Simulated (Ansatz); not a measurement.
## Geometry relaxation, with input and output: BSiHClF3 (part 2 of 2)

BSiHClF3; RKS PBE0-D4/def2-TZVP (Ansatz 0.2.0). The geometry: PBE-D4/def2-SVP start.

Geometry of the input (Å):
```
F  0.4524  -1.0662  1.6903
Si 0.0999  -0.8171  0.1254
F  -1.3224  -1.5453  -0.1722
F  1.2275  -1.5976  -0.7441
B  -0.0214  1.1344  -0.3446
Cl -0.6709  2.2485  0.8284
H  0.2960  1.5753  -1.4289
```

Trajectory as extended XYZ, continued
```
7
Properties=species:S:1:pos:R:3:forces:R:3 step=7 energy=-29238.14094 accepted=F
F     0.4149   -1.0572    1.6522    0.0069   0.0160   0.0296
Si    0.0958   -0.8226    0.1245   -0.0221  -0.0588   0.0020
F    -1.2752   -1.5473   -0.1851   -0.0040   0.0149  -0.0113
F     1.2165   -1.5720   -0.6985    0.0190   0.0118  -0.0188
B    -0.0303    1.1249   -0.3515   -0.0071   0.0271   0.0058
Cl   -0.6105    2.2399    0.8328   -0.0070   0.0081   0.0344
H     0.2500    1.5664   -1.4201    0.0143  -0.0190  -0.0418
7
Properties=species:S:1:pos:R:3:forces:R:3 step=8 energy=-29238.14112
F     0.4219   -1.0552    1.6520    0.0001   0.0000   0.0086
Si    0.0952   -0.8228    0.1251   -0.0108  -0.0186  -0.0024
F    -1.2789   -1.5435   -0.1804    0.0042   0.0003  -0.0017
F     1.2124   -1.5701   -0.7053    0.0053   0.0023  -0.0018
B    -0.0298    1.1252   -0.3505   -0.0025   0.0134   0.0109
Cl   -0.6227    2.2367    0.8325    0.0060  -0.0004  -0.0043
H     0.2631    1.5616   -1.4190   -0.0022   0.0030  -0.0092
7
Properties=species:S:1:pos:R:3:forces:R:3 step=9 energy=-29238.14212
F     0.3704   -1.0534    1.6629   -0.0070  -0.0031  -0.0394
Si    0.0917   -0.8239    0.1250    0.0220  -0.0213   0.0146
F    -1.2612   -1.5644   -0.2258    0.0225   0.0068  -0.0008
F     1.2494   -1.5505   -0.6698   -0.0309   0.0132   0.0219
B    -0.0403    1.1236   -0.3539   -0.0106   0.0393  -0.0089
Cl   -0.5308    2.2513    0.8620    0.0165  -0.0159  -0.0349
H     0.1820    1.5494   -1.4462   -0.0124  -0.0190   0.0473
7
Properties=species:S:1:pos:R:3:forces:R:3 step=10 energy=-29238.14182 accepted=F
F     0.3140   -1.0575    1.6734   -0.0063   0.0107  -0.0951
Si    0.0901   -0.8243    0.1259    0.0138  -0.0793   0.0230
F    -1.2394   -1.5844   -0.2752    0.0696   0.0329   0.0087
F     1.2886   -1.5305   -0.6292   -0.0790   0.0450   0.0498
B    -0.0534    1.1221   -0.3573   -0.0127   0.1450   0.0005
Cl   -0.4294    2.2692    0.8883    0.0404  -0.1002  -0.1406
H     0.0907    1.5375   -1.4716   -0.0257  -0.0542   0.1537
7
Properties=species:S:1:pos:R:3:forces:R:3 step=11 energy=-29238.14271
F     0.3434   -1.0587    1.6682   -0.0029   0.0005  -0.0353
Si    0.0913   -0.8237    0.1267    0.0044  -0.0188   0.0005
F    -1.2502   -1.5725   -0.2507    0.0269   0.0064   0.0012
F     1.2681   -1.5382   -0.6508   -0.0289   0.0136   0.0222
B    -0.0479    1.1237   -0.3529    0.0280  -0.0197  -0.0825
Cl   -0.4806    2.2608    0.8703   -0.0114   0.0462   0.0326
H     0.1371    1.5406   -1.4565   -0.0161  -0.0282   0.0613
7
Properties=species:S:1:pos:R:3:forces:R:3 step=12 energy=-29238.14319
F     0.3048   -1.0693    1.6734    0.0009   0.0114  -0.0288
Si    0.0921   -0.8235    0.1279   -0.0080  -0.0548   0.0238
F    -1.2330   -1.5826   -0.2875    0.0441   0.0340   0.0003
F     1.2940   -1.5252   -0.6225   -0.0235   0.0231   0.0116
B    -0.0500    1.1239   -0.3499   -0.0608   0.0627  -0.0424
Cl   -0.4133    2.2829    0.8819    0.0348  -0.0493  -0.0494
H     0.0666    1.5259   -1.4691    0.0124  -0.0271   0.0850
7
Properties=species:S:1:pos:R:3:forces:R:3 step=13 energy=-29238.14016 accepted=F
F     0.2597   -1.0749    1.6789    0.0047   0.0233  -0.0674
Si    0.0853   -0.8243    0.1287   -0.1032  -0.1307   0.0249
F    -1.2121   -1.6116   -0.3272    0.0994   0.0551   0.0215
F     1.3237   -1.4957   -0.5921   -0.0621   0.0630   0.0338
B    -0.0837    1.1200   -0.3517    0.1268   0.2440   0.0874
Cl   -0.3182    2.3076    0.8975    0.0086  -0.2240  -0.2353
H     0.0064    1.5108   -1.4798   -0.0742  -0.0308   0.1351
7
Properties=species:S:1:pos:R:3:forces:R:3 step=14 energy=-29238.14338
F     0.2824   -1.0698    1.6776   -0.0024  -0.0307  -0.0150
Si    0.0882   -0.8220    0.1308   -0.0055   0.0073  -0.0039
F    -1.2233   -1.5859   -0.3144    0.0213  -0.0230   0.0184
F     1.3092   -1.4990   -0.6109   -0.0169  -0.0120   0.0260
B    -0.0637    1.1205   -0.3458    0.0125  -0.0358   0.0123
Cl   -0.3644    2.2903    0.8870    0.0004   0.0266  -0.0099
H     0.0326    1.4979   -1.4699   -0.0095   0.0678  -0.0279
7
Properties=species:S:1:pos:R:3:forces:R:3 step=15 energy=-29238.14295 accepted=F
F     0.2729   -1.0864    1.6796   -0.0036   0.0263  -0.0124
Si    0.0862   -0.8295    0.1333   -0.0301   0.1358  -0.0483
F    -1.2163   -1.6065   -0.3155    0.0094   0.0159   0.0023
F     1.3135   -1.5029   -0.5996    0.0135  -0.0013  -0.0026
B    -0.0656    1.1282   -0.3513    0.0033  -0.1175   0.0547
Cl   -0.3462    2.3064    0.8807    0.0059  -0.0241   0.0060
H     0.0167    1.5227   -1.4729    0.0016  -0.0350   0.0003
7
Properties=species:S:1:pos:R:3:forces:R:3 step=16 energy=-29238.14428
F     0.2787   -1.0741    1.6776   -0.0020  -0.0043  -0.0094
Si    0.0875   -0.8242    0.1308   -0.0104   0.0181  -0.0105
F    -1.2205   -1.5944   -0.3137    0.0145  -0.0016   0.0077
F     1.3105   -1.5025   -0.6057   -0.0039  -0.0028   0.0102
B    -0.0634    1.1224   -0.3485   -0.0003  -0.0226   0.0072
Cl   -0.3580    2.2943    0.8851    0.0049   0.0008  -0.0047
H     0.0264    1.5106   -1.4713   -0.0028   0.0124  -0.0004
7
Properties=species:S:1:pos:R:3:forces:R:3 step=17 energy=-29238.14456
F     0.2644   -1.0760    1.6784   -0.0026   0.0063  -0.0059
Si    0.0860   -0.8236    0.1304    0.0021  -0.0133   0.0050
F    -1.2132   -1.6014   -0.3251    0.0013   0.0007  -0.0012
F     1.3191   -1.4964   -0.5942   -0.0012   0.0034   0.0021
B    -0.0671    1.1217   -0.3490   -0.0013   0.0014   0.0004
Cl   -0.3309    2.2983    0.8871    0.0035  -0.0006   0.0019
H     0.0029    1.5094   -1.4733   -0.0018   0.0020  -0.0022
7
Properties=species:S:1:pos:R:3:forces:R:3 step=18 energy=-29238.14483
F     0.2430   -1.0775    1.6804   -0.0042   0.0079  -0.0097
Si    0.0842   -0.8237    0.1304    0.0095  -0.0247   0.0080
F    -1.2031   -1.6103   -0.3437    0.0057   0.0049  -0.0004
F     1.3325   -1.4865   -0.5779   -0.0100   0.0084   0.0036
B    -0.0722    1.1211   -0.3492   -0.0072   0.0242   0.0108
Cl   -0.2904    2.3041    0.8913    0.0075  -0.0215  -0.0221
H    -0.0329    1.5048   -1.4769   -0.0013   0.0007   0.0097
7
Properties=species:S:1:pos:R:3:forces:R:3 step=19 energy=-29238.14504
F     0.2113   -1.0791    1.6832   -0.0060   0.0102  -0.0199
Si    0.0810   -0.8240    0.1306    0.0116  -0.0430   0.0038
F    -1.1875   -1.6248   -0.3705    0.0176   0.0116   0.0051
F     1.3518   -1.4710   -0.5536   -0.0268   0.0169   0.0099
B    -0.0818    1.1199   -0.3501    0.0059   0.0578   0.0202
Cl   -0.2289    2.3107    0.8952    0.0039  -0.0444  -0.0474
H    -0.0846    1.5004   -1.4804   -0.0062  -0.0090   0.0283
7
Properties=species:S:1:pos:R:3:forces:R:3 step=20 energy=-29238.14489 accepted=F
F     0.1995   -1.0788    1.6840   -0.0072   0.0068  -0.0198
Si    0.0818   -0.8240    0.1303    0.0338  -0.0418   0.0052
F    -1.1819   -1.6259   -0.3811    0.0205   0.0178   0.0066
F     1.3588   -1.4694   -0.5439   -0.0272   0.0113   0.0092
B    -0.0771    1.1200   -0.3502   -0.0635   0.0565   0.0140
Cl   -0.2105    2.3115    0.8961    0.0209  -0.0427  -0.0478
H    -0.1093    1.4985   -1.4809    0.0227  -0.0080   0.0326
7
Properties=species:S:1:pos:R:3:forces:R:3 step=21 energy=-29238.14518
F     0.2045   -1.0780    1.6834   -0.0049   0.0048  -0.0119
Si    0.0809   -0.8242    0.1302    0.0122  -0.0287   0.0034
F    -1.1841   -1.6268   -0.3761    0.0119   0.0077   0.0034
F     1.3554   -1.4689   -0.5484   -0.0176   0.0097   0.0056
B    -0.0818    1.1197   -0.3501   -0.0071   0.0382   0.0149
Cl   -0.2171    2.3105    0.8952    0.0051  -0.0264  -0.0281
H    -0.0967    1.4997   -1.4798    0.0003  -0.0054   0.0127
7
Properties=species:S:1:pos:R:3:forces:R:3 step=22 energy=-29238.14530
F     0.1901   -1.0772    1.6841   -0.0032  -0.0013  -0.0048
Si    0.0800   -0.8245    0.1299    0.0078  -0.0114   0.0026
F    -1.1766   -1.6325   -0.3881    0.0071   0.0034   0.0023
F     1.3633   -1.4627   -0.5375   -0.0084   0.0029   0.0018
B    -0.0847    1.1194   -0.3500   -0.0100   0.0184   0.0057
Cl   -0.1902    2.3117    0.8953    0.0038  -0.0093  -0.0107
H    -0.1207    1.4978   -1.4794    0.0028  -0.0027   0.0031
7
Properties=species:S:1:pos:R:3:forces:R:3 step=23 energy=-29238.14535
F     0.1740   -1.0777    1.6850   -0.0016  -0.0048  -0.0038
Si    0.0787   -0.8248    0.1299    0.0013   0.0000   0.0014
F    -1.1681   -1.6391   -0.4014    0.0068   0.0020   0.0034
F     1.3720   -1.4550   -0.5256   -0.0046   0.0001   0.0015
B    -0.0889    1.1192   -0.3497   -0.0057   0.0091  -0.0008
Cl   -0.1598    2.3143    0.8952    0.0019  -0.0050  -0.0076
H    -0.1467    1.4952   -1.4791    0.0020  -0.0015   0.0059
7
Properties=species:S:1:pos:R:3:forces:R:3 step=24 energy=-29238.14537
F     0.1659   -1.0792    1.6856   -0.0008  -0.0039  -0.0042
Si    0.0780   -0.8249    0.1303   -0.0017   0.0032  -0.0006
F    -1.1636   -1.6424   -0.4081    0.0053   0.0013   0.0037
F     1.3762   -1.4506   -0.5196   -0.0027  -0.0003   0.0019
B    -0.0913    1.1192   -0.3494   -0.0013   0.0022  -0.0048
Cl   -0.1443    2.3161    0.8943    0.0004  -0.0008  -0.0031
H    -0.1597    1.4938   -1.4787    0.0007  -0.0017   0.0071
7
Properties=species:S:1:pos:R:3:forces:R:3 step=25 energy=-29238.14538
F     0.1620   -1.0805    1.6858   -0.0003  -0.0023  -0.0024
Si    0.0776   -0.8248    0.1306   -0.0018   0.0037  -0.0016
F    -1.1614   -1.6438   -0.4114    0.0023   0.0005   0.0025
F     1.3782   -1.4484   -0.5168   -0.0005  -0.0003   0.0014
B    -0.0924    1.1193   -0.3491    0.0001  -0.0020  -0.0042
Cl   -0.1369    2.3174    0.8935    0.0000   0.0014   0.0004
H    -0.1660    1.4928   -1.4783    0.0002  -0.0010   0.0039
```

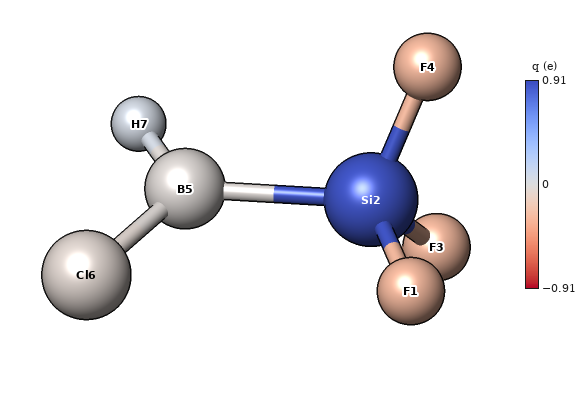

**Figure 1.** Mulliken charges, as the colour of each atom (ball-and-stick view, seen at a tilt; atoms are numbered from 1 in the order of the input). By element: F −0.28, Si +0.86, B −0.03, Cl −0.05 and H +0.05 e.

Results in brief

```csv
quantity,value
outcome,converged
total energy,−29238.1454 eV
mean-field energy,−29237.9961 eV
dispersion energy,−0.1493 eV
SCF solution under orbital rotations,stable
largest force (length of the vector) at the end,0.005 eV/Å
dipole moment,1.81 D
wall time,2.1 min (CPU time 8 min)
peak memory,0.57 GiB
```
